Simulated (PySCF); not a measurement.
```yaml
atoms:
  - { symbol: C, position_ang: [1.8307, -0.0028, 0.2399] }
  - { symbol: C, position_ang: [0.6709, 0.3574, -0.6823] }
  - { symbol: C, position_ang: [-0.2505, 1.3759, 0.0036] }
  - { symbol: C, position_ang: [-1.1651, 0.7956, 0.9727] }
  - { symbol: C, position_ang: [-1.4914, -0.5459, 0.9857] }
  - { symbol: C, position_ang: [-1.0363, -1.3635, -0.0293] }
  - { symbol: C, position_ang: [-0.1143, -0.9078, -1.0567] }
  - { symbol: H, position_ang: [2.4108, 0.8832, 0.4863] }
  - { symbol: H, position_ang: [2.5016, -0.7043, -0.2500] }
  - { symbol: H, position_ang: [1.4782, -0.4529, 1.1650] }
  - { symbol: H, position_ang: [1.0816, 0.8041, -1.5905] }
  - { symbol: H, position_ang: [-0.8793, 1.9054, -0.7317] }
  - { symbol: H, position_ang: [0.3368, 2.1748, 0.4704] }
  - { symbol: H, position_ang: [-1.6484, 1.4625, 1.6764] }
  - { symbol: H, position_ang: [-2.1691, -0.9327, 1.7323] }
  - { symbol: H, position_ang: [-1.4166, -2.3754, -0.1028] }
  - { symbol: H, position_ang: [-0.7186, -0.7496, -1.9658] }
  - { symbol: H, position_ang: [0.5702, -1.7175, -1.3347] }
```

Geometry: GFN2-xTB.

Method: PBE0/pcSseg-1, SCF density, gas phase, non-relativistic (PySCF).

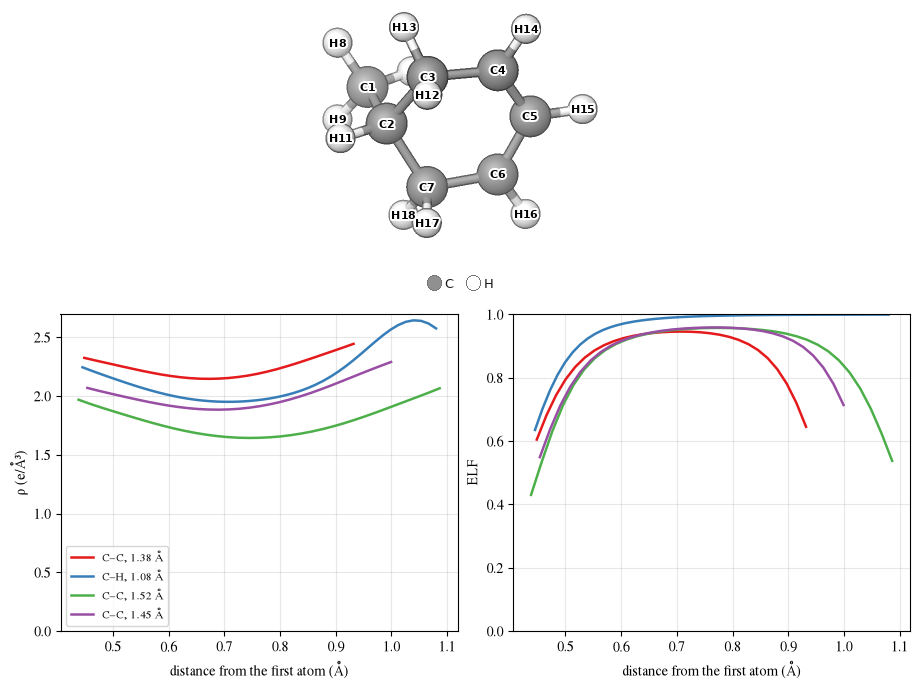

C7H11 (charge +1). Total electron density and ELF along straight lines between neighbouring atoms. The curves leave out the atomic cores. The structure is drawn too.

> Compare the contacts.

C–C (1.38 Å): ρ at the midpoint is about 2.1 e/Å³; the ELF peaks at about 0.95 between the atoms, as expected for a covalent bond.
C–H (1.08 Å): the density is about 2.1 e/Å³ at the midpoint; the ELF climbs to about 1 towards the hydrogen, as it does in any bond to H; an ordinary covalent bond to hydrogen.
C–C (1.52 Å): the density is about 1.6 e/Å³ at the midpoint; the ELF peaks at about 0.95 between the atoms, as expected for a shared electron pair.
C–C (1.45 Å): the density is about 1.9 e/Å³ at the midpoint; the ELF peaks at about 0.95 between the atoms: localised, covalent bonding.
